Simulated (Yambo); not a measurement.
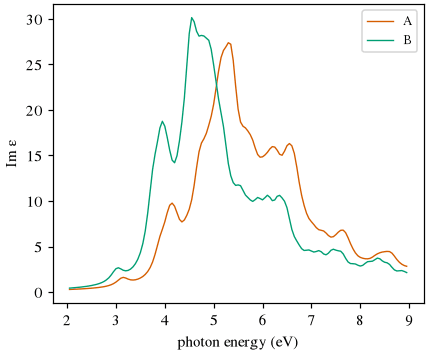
Fig. 1. Two computed absorption spectra of AlAs (zinc blende, space group F-43m, No. 216) (Yambo, LDA bands with the same scissor, field along x)

Problem. Which curve includes the electron-hole attraction (BSE)?

Solution. Curve B: the attraction moves weight to lower energy (centre of the plotted range 5.2 eV against 5.8 eV). Settings: 10×10×10 mesh, 3 valence and 4 conduction bands, static screening with 25 bands and a 4 Ry block, scissor 1.14 eV, Tamm-Dancoff. The scissor comes from a G0W0 run whose convergence isn't established. Broadening 0.15 eV. The band window holds all transitions up to 9.0 eV. On this mesh the peak heights and the fine structure are mesh artefacts; only the shift of weight is robust.

The standard potential for As keeps a d shell in the valence without the s and p states of that shell. In tests on such compounds this moved G0W0 gaps by up to about 0.9 eV, so absolute quasiparticle energies here are unreliable; differences between settings are what counts.

Spin-orbit coupling is not included.

Geometry relaxed with LDA; primitive cell a = b = c = 3.976 Å, α = β = γ = 60.00°.
